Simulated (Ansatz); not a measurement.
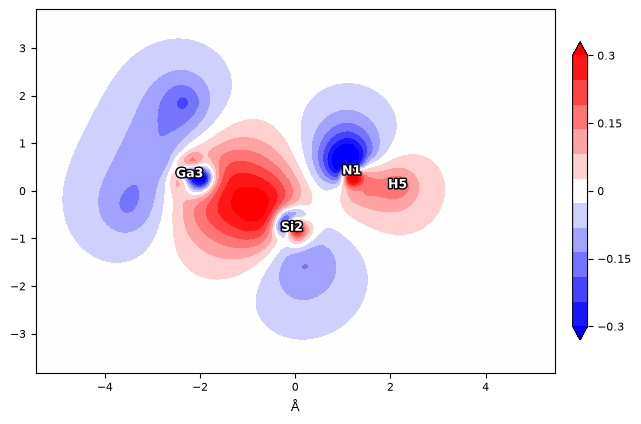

*GaH6NSi (SMILES N[SiH2][GaH2]). The HOMO on the plane of atoms Si2, N1 and H5 (values in Å⁻³ᐟ²; the overall sign is arbitrary).*

Geometry: PBE0-D4/def2-TZVP.

These are results of Ansatz, RKS PBE0-D4/def2-TZVPP, not measurements.

```yaml
atoms:
  - { symbol: N, position_ang: [-0.9821, 0.6319, -1.1859] }
  - { symbol: Si, position_ang: [0.3948, 0.6664, -0.1432] }
  - { symbol: Ga, position_ang: [0.3270, -1.2433, 1.3261] }
  - { symbol: H, position_ang: [-1.2942, -0.2489, -1.5611] }
  - { symbol: H, position_ang: [-1.1397, 1.3773, -1.8458] }
  - { symbol: H, position_ang: [0.3543, 1.9464, 0.6206] }
  - { symbol: H, position_ang: [1.7237, 0.6759, -0.8427] }
  - { symbol: H, position_ang: [-0.5789, -2.4918, 0.9944] }
  - { symbol: H, position_ang: [1.1950, -1.3138, 2.6374] }
```

**Describe this orbital and give its energy.**

By Hirshfeld shares it lies mainly on N1 (about 30 %), Si2 (about 25 %), Ga3 (about 20 %) and H7 (about 10 %). Its energy is −7.12 eV.
